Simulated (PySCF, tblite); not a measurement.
# C4H4BN3O: geometry, infrared bands and NMR shifts

What infrared bands and NMR shifts should C4H4BN3O (`N#CC1=CB(N)NC1=O`) show?

Programs: tblite 0.8.0 and PySCF 2.14.0, with density-fitted response routines of our own. Each step states its level of theory. These are calculated values for one molecule in the gas phase, unless marked as measured. Atoms count from 0, in the outputs and in this text.

### 1 The molecule as given

13 atoms, charge 0, multiplicity 1; geometry from: force field or distance geometry start.

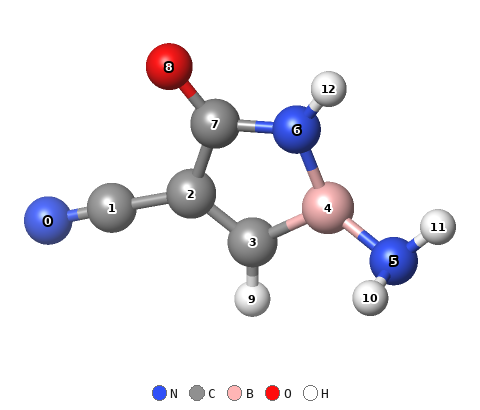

As it starts; nitrogen blue, carbon grey, boron pink, oxygen red, hydrogen white, atoms numbered.

### 2 Geometry optimisation with GFN2-xTB

The job: settings as JSON, then the geometry in Å.

```
{"job": {"kind": "relax", "xc": "GFN2-xTB", "basis": "xTB"}, "charge": 0, "multiplicity": 1}
N     -3.629200    -1.460100    -0.109900
C     -2.588500    -0.938700    -0.126600
C     -1.267300    -0.309900    -0.111000
C     -0.181400    -0.881400    -0.595200
B      1.046300     0.087000    -0.415700
N      2.476300    -0.412600    -0.220700
N      0.412800     1.320000     0.225200
C     -0.956200     1.039800     0.395400
O     -1.805200     1.830300     0.905300
H     -0.104100    -1.877700    -1.018400
H      2.553900    -0.966500     0.670800
H      3.135700     0.380100    -0.124800
H      0.902500     2.190200     0.507900
```

Command:

```bash
$ OMP_NUM_THREADS=1 python probes_run.py task.json out
```

The driver reads the jobs from task.json and runs them one after another.

**Question.** This job is followed by: GFN2-xTB harmonic vibrations, gas phase; GIAO PBE0/pcSseg-1 NMR shielding, non-relativistic, gas phase. Predict these results of the whole session: strongest single infrared mode (GFN2-xTB); zero-point energy (GFN2-xTB); 13C shifts against TMS (PBE0/pcSseg-1); 1H shifts against TMS (PBE0/pcSseg-1, means over atoms taken as alike); 15N shifts against NH3 (PBE0/pcSseg-1); 11B shifts against BF3·OEt2 (PBE0/pcSseg-1); 17O shifts against H2O (PBE0/pcSseg-1); surface potential, least and greatest.

**Answer**, as computed:

| quantity | value |
| --- | --- |
| strongest single infrared mode (GFN2-xTB) | 1776 cm⁻¹, 469 km/mol |
| zero-point energy (GFN2-xTB) | 54.2 kcal/mol |
| 13C shifts against TMS (PBE0/pcSseg-1) | 175.5, 163.3, 133.2, 119.3 ppm |
| 1H shifts against TMS (PBE0/pcSseg-1, means over atoms taken as alike) | 7.63, 4.90, 3.41 ppm |
| 15N shifts against NH3 (PBE0/pcSseg-1) | 337.0, 140.8, 76.8 ppm |
| 11B shifts against BF3·OEt2 (PBE0/pcSseg-1) | 27.6 ppm |
| 17O shifts against H2O (PBE0/pcSseg-1) | 486.1 ppm |
| surface potential, least and greatest | -1.84 V and 2.45 V |

In words: The optimisation took 65 steps and gained 1.500 eV; among the close pairs (by a distance rule), B4–N5 changed most, from 1.527 to 1.381 Å. All 33 modes are real, so the xTB geometry is a minimum. The strongest single mode, at 1776 cm⁻¹, moves mainly C7 and O8. GFN2-xTB is a fitted tight-binding method: band positions and strengths are rough. Its intensities can rank the bands wrongly. At PBE0/pcSseg-1: The widest tensor belongs to O8: span 843 ppm, with a paramagnetic part of -545 ppm. By nearest atom (PBE0/pcSseg-1), the HOMO sits on O8 70 %; C2 9 % and the LUMO on C3 27 %; C2 19 %.
